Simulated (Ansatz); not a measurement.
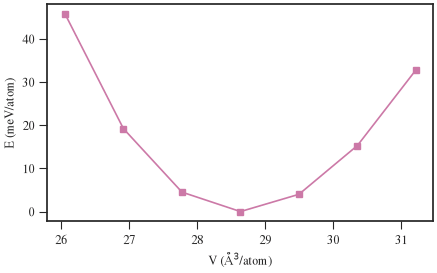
Figure: Sn₃Te₂Se in space group P-3m1 (No. 164; Sn on 1b, Sn on 2d, Te on 2d, Se on 1a) under volume change, plane-wave PAW LDA (Ansatz code), shape and atoms relaxed at each volume.

**Question.** What does a third-order Birch–Murnaghan fit give for V₀, B₀ and B′?

**Answer.** V₀ = 28.64 Å³/atom, B₀ = 53.2 GPa, B′ = 4.4.

The workflow started from a Materials Project entry (that database holds measured and hypothetical structures alike); the Crystallography Open Database copy checked does not list it. Its standing as an ambient phase is unchecked. The LDA relaxation kept the symmetry of its start; of distortions, only those at the zone centre were tested. Scalar-relativistic: spin–orbit coupling is off unless named, which matters more the heavier the elements.

Potentials: the later of the program's two PAW sets.
